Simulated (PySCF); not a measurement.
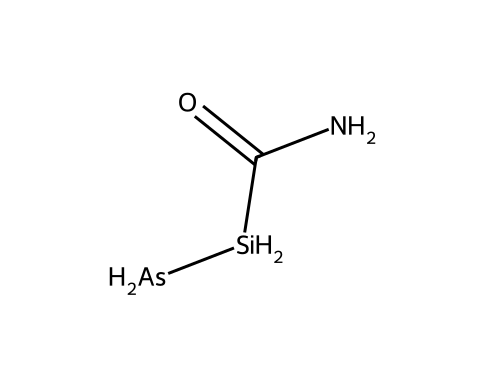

(Drawn from a calculation with PySCF.)

A structural formula.

**Write the SMILES.**

NC(=O)[SiH2][AsH2]

**What is the molecular formula?**

CH6AsNOSi.

**An optimisation with PBE0-D3(BJ)/def2-SVP gave a structure of which point group?**

C1. Other conformers may differ.
